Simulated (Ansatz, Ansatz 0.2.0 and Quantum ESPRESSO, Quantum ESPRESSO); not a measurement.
# Computing U for Ni in NiO

Wanted: U for Ni in NiO without fitting to experiment.

Calculated with Ansatz 0.2.0 and Quantum ESPRESSO 7.5; functionals named at each step; plane waves, U on orthogonalised atomic orbitals unless named otherwise, collinear spin, no spin–orbit coupling.

## (1) The starting structure

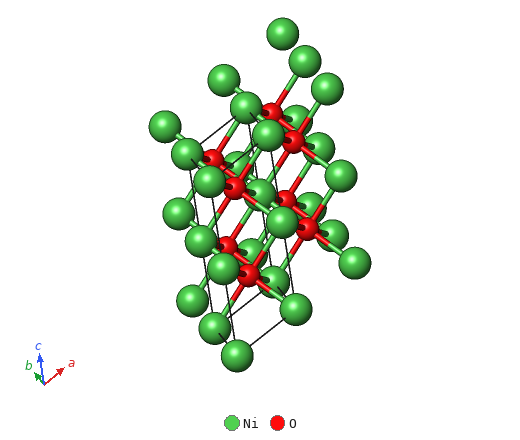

Start, viewed slightly off an axis; nickel green, oxygen red. 2×2×1 cells are drawn. Bonds to atoms that aren't drawn are left out. Some periodic images of atoms are drawn too.

## (2) The magnetic state

The response depends on the magnetic state, so a state is chosen first, with a typed U.

2 starts were run under PBE with U = 5.7 eV on Ni d, ortho-atomic projectors, Quantum ESPRESSO with GBRV potentials; the lowest per atom is taken, and its run is shown. Energies are taken at zero occupation width. All starts end antiferromagnetic.

pw.in reads:

```
&control
  calculation = 'scf'
  prefix = 'pw'
  outdir = './tmp/'
  pseudo_dir = './pseudo/'
  verbosity = 'low'
/
&system
  ibrav = 0
  nat = 4
  ntyp = 3
  ecutwfc = 45
  ecutrho = 360
  nbnd = 36
  occupations = 'smearing'
  smearing = 'fd'
  degauss = 0.00367493
  nspin = 2
  starting_magnetization(1) = 0.1111
  starting_magnetization(2) = -0.1111
/
&electrons
  conv_thr = 1.0e-08
  electron_maxstep = 120
  mixing_beta = 0.3
  mixing_mode = 'plain'
/
ATOMIC_SPECIES
  Ni1 58.6934 Ni.upf
  Ni2 58.6934 Ni.upf
  O 15.9990 O.upf
CELL_PARAMETERS angstrom
  0.00000000 2.08590164 2.08590164
  2.08590164 0.00000000 2.08590164
  4.17180328 4.17180328 0.00000000
ATOMIC_POSITIONS crystal
  Ni1 0.00000000 0.00000000 0.00000000
  Ni2 0.00000000 0.00000000 0.50000000
  O 0.50000000 0.50000000 0.25000000
  O 0.50000000 0.50000000 0.75000000
K_POINTS automatic
  10 10 5 0 0 0
HUBBARD {ortho-atomic}
U Ni1-3d 5.7
U Ni2-3d 5.7
```

Command:

```console
$ OMP_NUM_THREADS=1 mpirun -n 4 pw.x -nk 4 -in pw.in > pw.out
```

Log:

```text
Program PWSCF v.7.5 starts
[...]
unit-cell volume          =     244.9842 (a.u.)^3
     number of atoms/cell      =            4
[...]
number of electrons       =        48.00
     number of Kohn-Sham states=           36
     kinetic-energy cutoff     =      45.0000  Ry
     charge density cutoff     =     360.0000  Ry
     scf convergence threshold =      1.0E-08
[...]
Exchange-correlation= SLA  PW   PBE  PBE
[...]
Hubbard projectors: ortho-atomic
     Hubbard parameters of DFT+U (Dudarev formulation) in eV:
[...]
atomic species   magnetization
[...]
12 Sym. Ops., with inversion, found
[...]
number of k points=    58  Fermi-Dirac smearing, width (Ry)=  0.0037
[...]
Number of occupied Hubbard levels =   16.0000
     Atomic wfc used for Hubbard projectors are orthogonalized
[...]
iteration #  1     ecut=    45.00 Ry     beta= 0.30
[...]
Number of occupied Hubbard levels =    8.3370
     total energy              =    -735.50144294 Ry
     estimated scf accuracy    <      54.06099983 Ry
     total magnetization       =     0.00 Bohr mag/cell
     absolute magnetization    =     5.12 Bohr mag/cell
     iteration #  2     ecut=    45.00 Ry     beta= 0.30
[...]
total energy              =    -747.70638588 Ry
     estimated scf accuracy    <      21.48829339 Ry
     total magnetization       =     0.00 Bohr mag/cell
[...]
occupation matrix ns (before diag.):
[...]
SPIN  2
     eigenvalues:
[...]
eigenvectors (columns):
[...]
occupation matrix ns (before diag.):
[...]
------------------------ ATOM    2 ------------------------
     Tr[ns(  2)] (up, down, total) =   3.27100  4.96692  8.23792
     Atomic magnetic moment for atom   2 =  -1.69592
     SPIN  1
     eigenvalues:
[...]
eigenvectors (columns):
[...]
occupation matrix ns (before diag.):
[...]
SPIN  2
     eigenvalues:
[...]
eigenvectors (columns):
[...]
occupation matrix ns (before diag.):
[...]
0.000  0.000 -0.000  0.993 -0.000
      -0.000  0.000  0.000 -0.000  0.994
     Number of occupied Hubbard levels =   16.4758
     Number of k-points >= 100: set verbosity='high' to print the bands.
     the Fermi energy is    14.3400 ev
!    total energy              =    -750.86108942 Ry
     estimated scf accuracy    <          3.2E-09 Ry
     smearing contrib. (-TS)   =      -0.00000000 Ry
     internal energy E=F+TS    =    -750.86108942 Ry
     The total energy is F=E-TS. E is the sum of the following terms:
     one-electron contribution =    -432.06939364 Ry
     hartree contribution      =     245.44321837 Ry
     xc contribution           =     -85.92294642 Ry
     ewald contribution        =    -478.44661533 Ry
     Hubbard energy            =       0.13464760 Ry
     total magnetization       =    -0.00 Bohr mag/cell
     absolute magnetization    =     3.60 Bohr mag/cell
     convergence has been achieved in  15 iterations
=------------------------------------------------------------------------------=
   JOB DONE.
=------------------------------------------------------------------------------=
```

Run time: 66 s. Hardware: 4 MPI ranks of Intel Xeon Platinum 8259CL at 2.50GHz (Skylake/Cascade Lake), shared host; peak memory 0.49 GiB; 4.4 min of CPU time.

```csv
start,atoms,final state,energy (meV an atom)
"compensated q=(0,0,1/2) +−",4,antiferromagnetic,0.0
"compensated q=(0,1/2,1/2) +−",4,antiferromagnetic,60.9
```

Spin moment in the sphere by atom:

```csv
atom,spin moment in the sphere (μB)
Ni1,1.67
Ni2,-1.67
O3,0.00
O4,0.00
```

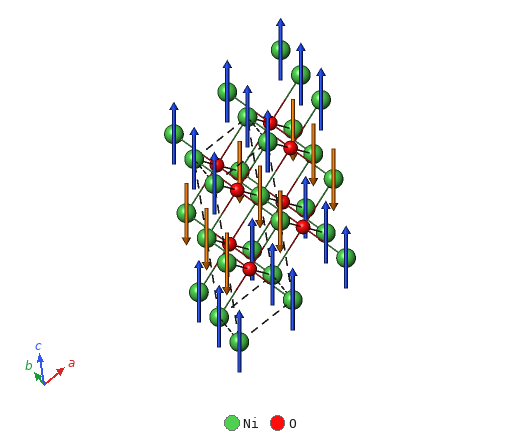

Spin moment in the sphere as arrows, the longest 1.67 μB. Up and down stand for the sign. Arrows give size and sign along the axis of quantisation, drawn up and down the page. The two directions have two colours. Bonds to atoms that aren't drawn are left out. 2×2×1 cells are drawn. Some periodic images of atoms are drawn too.

## (3) Reference state for the response (PBE, q = 0 alone, QE, GBRV)

The response needs a tightly converged ground state with the Hubbard machinery on and a vanishing or chosen U.

The potential files are GBRV's for PBE; pw.x takes the functional from them.

pw.in: that of step 2 with these lines changed.

```diff
@@ -18,7 +18,7 @@
   nspin = 2
-  starting_magnetization(1) = 0.1111
-  starting_magnetization(2) = -0.1111
+  starting_magnetization(1) = 0.1000
+  starting_magnetization(2) = -0.1000
 /
 &electrons
-  conv_thr = 1.0e-08
+  conv_thr = 1.0e-11
   electron_maxstep = 120
@@ -41,5 +41,5 @@
 K_POINTS automatic
-  10 10 5 0 0 0
+  8 8 4 0 0 0
 HUBBARD {ortho-atomic}
-U Ni1-3d 5.7
-U Ni2-3d 5.7
+U Ni1-3d 1e-08
+U Ni2-3d 1e-08
```

Log:

```text
[banner, memory and clock lines left out]
Program PWSCF v.7.5 starts
[...]
unit-cell volume          =     244.9842 (a.u.)^3
     number of atoms/cell      =            4
[...]
number of electrons       =        48.00
     number of Kohn-Sham states=           36
     kinetic-energy cutoff     =      45.0000  Ry
     charge density cutoff     =     360.0000  Ry
     scf convergence threshold =      1.0E-11
[...]
Exchange-correlation= SLA  PW   PBE  PBE
[...]
Hubbard projectors: ortho-atomic
     Hubbard parameters of DFT+U (Dudarev formulation) in eV:
[...]
atomic species   magnetization
[...]
12 Sym. Ops., with inversion, found
[...]
number of k points=    35  Fermi-Dirac smearing, width (Ry)=  0.0037
[...]
Number of occupied Hubbard levels =   16.0000
     Atomic wfc used for Hubbard projectors are orthogonalized
[...]
iteration #  1     ecut=    45.00 Ry     beta= 0.30
[...]
Number of occupied Hubbard levels =    6.6253
     total energy              =    -731.35825436 Ry
     estimated scf accuracy    <      65.28536199 Ry
     total magnetization       =     0.00 Bohr mag/cell
     absolute magnetization    =     1.98 Bohr mag/cell
     iteration #  2     ecut=    45.00 Ry     beta= 0.30
[...]
total energy              =    -748.83434800 Ry
     estimated scf accuracy    <      25.30341357 Ry
[...]
k =-0.0884-0.2652 0.2652 (  1238 PWs)   bands (ev):
[...]
k =-0.3536 0.3536-0.3536 (  1264 PWs)   bands (ev):
[...]
k =-0.2652 0.4419-0.4419 (  1248 PWs)   bands (ev):
[...]
k =-0.5303 0.1768-0.1768 (  1252 PWs)   bands (ev):
[...]
k = 0.1768 0.0000 0.1768 (  1234 PWs)   bands (ev):
[...]
k = 0.0000-0.3536 0.5303 (  1261 PWs)   bands (ev):
[...]
k = 0.0884-0.2652 0.4419 (  1245 PWs)   bands (ev):
[...]
k =-0.7071 0.3536 0.0000 (  1240 PWs)   bands (ev):
[...]
k =-0.3536 0.5303-0.1768 (  1246 PWs)   bands (ev):
[...]
29.1209  30.3011  33.0147  36.4219
          k =-0.5303 0.3536-0.0000 (  1274 PWs)   bands (ev):
[...]
12.3648  12.5088  12.6125  12.9561  13.1874  13.3653  13.7004  13.7010
    15.2267  15.4592  23.1206  23.2407  23.9514  24.0500  25.1147  25.1664
    29.1318  29.1548  36.3856  36.4867
     the Fermi energy is    14.3189 ev
!    total energy              =    -751.04216125 Ry
     estimated scf accuracy    <          5.2E-12 Ry
     smearing contrib. (-TS)   =      -0.00000387 Ry
     internal energy E=F+TS    =    -751.04215738 Ry
     The total energy is F=E-TS. E is the sum of the following terms:
     one-electron contribution =    -432.83280456 Ry
     hartree contribution      =     246.05068925 Ry
     xc contribution           =     -85.81342673 Ry
     ewald contribution        =    -478.44661533 Ry
     Hubbard energy            =       0.00000000 Ry
     total magnetization       =    -0.00 Bohr mag/cell
     absolute magnetization    =     2.96 Bohr mag/cell
     convergence has been achieved in  17 iterations
```

Elapsed: 49 s, on 4 MPI ranks; peak memory 0.45 GiB.

Numbers from this step:

| Quantity | Value |
| --- | --- |
| magnetization | 0 μB |
| final state | antiferromagnetic |
| largest moment | 1.336 μB |

## (4) Reference state for the response, fixed occupations (PBE, q = 0 alone, QE, GBRV)

hp.x divides by the density of states at the Fermi energy when occupations are smeared, so a state with whole occupations is run again with fixed ones.

pw.in: that of step 3 with these lines changed.

```diff
@@ -14,8 +14,5 @@
   nbnd = 36
-  occupations = 'smearing'
-  smearing = 'fd'
-  degauss = 0.00367493
+  occupations = 'fixed'
+  tot_magnetization = 0
   nspin = 2
-  starting_magnetization(1) = 0.1000
-  starting_magnetization(2) = -0.1000
 /
@@ -26,2 +23,4 @@
   mixing_mode = 'plain'
+  startingpot = 'file'
+  startingwfc = 'file'
 /
```

Log:

```text
[banner, memory and clock lines left out]
Program PWSCF v.7.5 starts
[...]
unit-cell volume          =     244.9842 (a.u.)^3
     number of atoms/cell      =            4
[...]
number of electrons       =        48.00 (up:  24.00, down:  24.00)
     number of Kohn-Sham states=           36
     kinetic-energy cutoff     =      45.0000  Ry
     charge density cutoff     =     360.0000  Ry
     scf convergence threshold =      1.0E-11
[...]
Exchange-correlation= SLA  PW   PBE  PBE
[...]
Hubbard projectors: ortho-atomic
     Hubbard parameters of DFT+U (Dudarev formulation) in eV:
[...]
atomic species   magnetization
[...]
12 Sym. Ops., with inversion, found
[...]
number of k points=    35
[...]
Number of occupied Hubbard levels =   16.7803
     Atomic wfc used for Hubbard projectors are orthogonalized
[...]
iteration #  1     ecut=    45.00 Ry     beta= 0.30
[...]
Number of occupied Hubbard levels =   16.7803
[...]
total energy              =    -751.04216085 Ry
     estimated scf accuracy    <          1.2E-10 Ry
     total magnetization       =     0.00 Bohr mag/cell
     absolute magnetization    =     2.96 Bohr mag/cell
     iteration #  2     ecut=    45.00 Ry     beta= 0.30
[...]
total energy              =    -751.04216085 Ry
     estimated scf accuracy    <          3.3E-10 Ry
     total magnetization       =    -0.00 Bohr mag/cell
[...]
k = 0.1768 0.0000 0.1768 (  1234 PWs)   bands (ev):
[...]
[... cut ...]
[...]
k = 0.0884 0.0884-0.0884 (  1231 PWs)   bands (ev):
[...]
k =-0.1768-0.1768 0.1768 (  1232 PWs)   bands (ev):
[...]
k = 0.1768 0.0000 0.0000 (  1230 PWs)   bands (ev):
[...]
k =-0.0884-0.2652 0.2652 (  1238 PWs)   bands (ev):
[...]
k = 0.1768 0.0000 0.1768 (  1234 PWs)   bands (ev):
[...]
k = 0.0000-0.3536 0.5303 (  1261 PWs)   bands (ev):
[...]
k = 0.0884-0.2652 0.4419 (  1245 PWs)   bands (ev):
[...]
k =-0.7071 0.3536 0.0000 (  1240 PWs)   bands (ev):
[...]
k =-0.3536 0.5303-0.1768 (  1246 PWs)   bands (ev):
[...]
29.1209  30.3011  33.0147  36.4219
          k =-0.5303 0.3536-0.0000 (  1274 PWs)   bands (ev):
[...]
12.3648  12.5088  12.6125  12.9561  13.1874  13.3653  13.7004  13.7010
    15.2267  15.4592  23.1206  23.2407  23.9514  24.0500  25.1147  25.1664
    29.1318  29.1548  36.3856  36.4866
     highest occupied, lowest unoccupied level (ev):    13.8775   14.6583
!    total energy              =    -751.04216085 Ry
     estimated scf accuracy    <          5.5E-12 Ry
     The total energy is the sum of the following terms:
     one-electron contribution =    -432.83277408 Ry
     hartree contribution      =     246.05066068 Ry
     xc contribution           =     -85.81343212 Ry
     ewald contribution        =    -478.44661533 Ry
     Hubbard energy            =       0.00000000 Ry
     total magnetization       =    -0.00 Bohr mag/cell
     absolute magnetization    =     2.96 Bohr mag/cell
     convergence has been achieved in   4 iterations
```

It took 15 s on 4 MPI ranks; peak memory 0.44 GiB; 60 s of CPU time.

Read from the output:

* magnetization: 0 μB
* final state: antiferromagnetic
* largest moment: 1.336 μB

## (5) PBE, q = 0 alone, QE, GBRV

The cheapest recipe shifts the site in the one cell. hp.x does this by perturbation theory on a saved ground state with a vanishing U.

hp.in reads:

```
&inputhp
  prefix = 'pw'
  outdir = './tmp/'
  nq1 = 1, nq2 = 1, nq3 = 1
  conv_thr_chi = 1.0e-06
  iverbosity = 2
/
```

Command:

```console
$ OMP_NUM_THREADS=1 mpirun -n 4 hp.x -nk 4 -in hp.in > hp.out
```

Log:

```text
[banner, memory and clock lines left out]
Program HP v.7.5 starts
[...]
Calculation of Hubbard parameters using the HP code based on DFPT
[...]
Exchange-correlation= PBE
[...]
unit-cell volume          =      244.9842 (a.u.)^3
     number of atoms/cell      =             4
[...]
Input Hubbard parameters (in eV):
[...]
The grid of q-points ( 1, 1, 1)  (  1 q-points ) :
[...]
Calculation for q #   1 = (   0.0000000   0.0000000   0.0000000 )
[...]
G cutoff =  283.3728  (  28291 G-vectors)     FFT grid: ( 36, 36, 72)
     G cutoff =  141.6864  (  10017 G-vectors)  smooth grid: ( 24, 24, 48)
[...]
Atomic wfc used for the projector on the Hubbard manifold are orthogonalized
[...]
atom #  1   q point #   1   iter #   1
      chi:   1  -0.2671733050
      chi:   2   0.1226282437
[...]
atom #  1   q point #   1   iter #   2
      chi:   1   0.2838632257   residue:    0.5510365306
      chi:   2  -0.3051737278   residue:    0.4278019715
[...]
atom #  1   q point #   1   iter #   3
      chi:   1  -0.0792049051   residue:    0.3630681308
      chi:   2   0.0311575531   residue:    0.3363312809
[...]
atom #  1   q point #   1   iter #   4
      chi:   1  -0.0855558955   residue:    0.0063509905
      chi:   2   0.0113493997   residue:    0.0198081534
[...]
atom #  1   q point #   1   iter #   5
[...]
atom #  1   q point #   1   iter #   6
[...]
atom #  1   q point #   1   iter #  13
[...]
atom #  1   q point #   1   iter #  14
[...]
chi:   2   0.0071917135   residue:    0.0000011318
[...]
atom #  1   q point #   1   iter #  15
      chi:   1  -0.0819306550   residue:    0.0000002287
      chi:   2   0.0071915729   residue:    0.0000001406
[...]
CONVERGENCE HAS BEEN REACHED
[...]
q #   1 =  0.000000000   0.000000000   0.000000000
     Post-processing calculation of Hubbard parameters ...
[...]
```

It took 3 min on 4 MPI ranks; peak memory 0.5 GiB.

The response of each shell:

```csv
site,electrons,χ₀ (1/eV),χ (1/eV),U (eV)
Ni (site 1 of hp.x),8.390,-0.2672,-0.08193,7.56
Ni (site 2 of hp.x),8.390,-0.2672,-0.08193,7.56
```

For Ni the on-site elements alone give 1/χ₀ − 1/χ = 8.46 eV, and the program reports 7.56 eV from the full matrices.

Hubbard_parameters.dat:

```text
=-------------------------------------------------------------------------------=

                                 Hubbard U parameters:

       site n.  type  label  spin  new_type  new_label  manifold  Hubbard U (eV)
         1        1   Ni1      1      1         Ni1        3d       7.5584
         2        2   Ni2     -1      1         Ni1        3d       7.5584

  =-------------------------------------------------------------------------------=

          chi0 matrix :
   -0.267173    0.122628

    0.122628   -0.267173

          chi matrix :
   -0.081931    0.007192

    0.007192   -0.081931

        chi0^{-1} matrix :
   -4.741833   -2.176425

   -2.176425   -4.741833

        chi^{-1} matrix :
  -12.300213   -1.079668

   -1.079668  -12.300213

         Hubbard matrix :
    7.558380   -1.096757

   -1.096757    7.558380
```

U on Ni is 7.56 eV. All images of the site are shifted together here, so the value is not converged.

The response is measured on a state that is antiferromagnetic, 1.3 μB.

## (6) SCF at the computed U (PBE+U (7.56 eV, computed), QE, GBRV)

A last run at the computed value shows what it does to the state.

pw.in: that of step 4 with these lines changed.

```diff
@@ -14,8 +14,11 @@
   nbnd = 36
-  occupations = 'fixed'
-  tot_magnetization = 0
+  occupations = 'smearing'
+  smearing = 'fd'
+  degauss = 0.00367493
   nspin = 2
+  starting_magnetization(1) = 0.1000
+  starting_magnetization(2) = -0.1000
 /
 &electrons
-  conv_thr = 1.0e-11
+  conv_thr = 1.0e-08
   electron_maxstep = 120
@@ -23,4 +26,2 @@
   mixing_mode = 'plain'
-  startingpot = 'file'
-  startingwfc = 'file'
 /
@@ -42,3 +43,3 @@
 HUBBARD {ortho-atomic}
-U Ni1-3d 1e-08
-U Ni2-3d 1e-08
+U Ni1-3d 7.56
+U Ni2-3d 7.56
```

Command:

```console
$ OMP_NUM_THREADS=1 mpirun -n 4 pw.x -nk 4 -in pw.in > pw.out
```

Log:

```text
[banner, memory and clock lines left out]
Program PWSCF v.7.5 starts
[...]
unit-cell volume          =     244.9842 (a.u.)^3
     number of atoms/cell      =            4
[...]
number of electrons       =        48.00
     number of Kohn-Sham states=           36
     kinetic-energy cutoff     =      45.0000  Ry
     charge density cutoff     =     360.0000  Ry
[...]
The total energy is F=E-TS. E is the sum of the following terms:
     one-electron contribution =    -431.82191564 Ry
     hartree contribution      =     245.23645854 Ry
     xc contribution           =     -85.93913445 Ry
     ewald contribution        =    -478.44661533 Ry
     Hubbard energy            =       0.15051103 Ry
     total magnetization       =     0.00 Bohr mag/cell
     absolute magnetization    =     3.69 Bohr mag/cell
     convergence has been achieved in  15 iterations
[key lines of the parts left out:]
!    total energy              =    -750.82069586 Ry
the Fermi energy is    14.6474 ev
```

Wall time 41 s (4 MPI ranks); peak memory 0.45 GiB; 2.7 min of CPU time.

Read from the output:

* magnetization: 0 μB
* final state: antiferromagnetic
* largest moment: 1.716 μB

## (7) Reference state for the response (PBE, q-mesh 3×3×3, QE, GBRV)

The response needs a tightly converged ground state with the Hubbard machinery on and a vanishing or chosen U.

pw.in: that of step 6 with these lines changed.

```diff
@@ -22,3 +22,3 @@
 &electrons
-  conv_thr = 1.0e-08
+  conv_thr = 1.0e-11
   electron_maxstep = 120
@@ -41,5 +41,5 @@
 K_POINTS automatic
-  8 8 4 0 0 0
+  9 9 9 0 0 0
 HUBBARD {ortho-atomic}
-U Ni1-3d 7.56
-U Ni2-3d 7.56
+U Ni1-3d 1e-08
+U Ni2-3d 1e-08
```

Log:

```text
[banner, memory and clock lines left out]
Program PWSCF v.7.5 starts
[...]
unit-cell volume          =     244.9842 (a.u.)^3
     number of atoms/cell      =            4
[...]
number of electrons       =        48.00
     number of Kohn-Sham states=           36
     kinetic-energy cutoff     =      45.0000  Ry
     charge density cutoff     =     360.0000  Ry
[...]
The total energy is F=E-TS. E is the sum of the following terms:
     one-electron contribution =    -432.83464357 Ry
     hartree contribution      =     246.05205642 Ry
     xc contribution           =     -85.81301229 Ry
     ewald contribution        =    -478.44661533 Ry
     Hubbard energy            =       0.00000000 Ry
     total magnetization       =    -0.00 Bohr mag/cell
     absolute magnetization    =     2.95 Bohr mag/cell
     convergence has been achieved in  17 iterations
[key lines of the parts left out:]
!    total energy              =    -751.04221796 Ry
the Fermi energy is    14.3239 ev
```

Elapsed: 98 s, on 4 MPI ranks; peak memory 0.54 GiB.

This step gave:

```yaml
magnetization: 0 μB
final_state: antiferromagnetic
largest_moment: 1.334 μB
```

(Continued in part 2 of 2.)

[Logs and program files are shortened in this print: banners, set-up blocks, solver, clock and traceback lines can be left out without a mark of their own.]

[Logs are printed without paths, hosts, clocks, repeated set-up lines and the standing remarks that a program may print on its own settings, such as how far it seeks lower states.]

[Hosts, paths, dates, database ids (printed as entryN), source tags and the programs' standing remarks are cut or masked in the printed files.]

[Where a cell is said to come from a database of computed structures, the database is the Materials Project.]
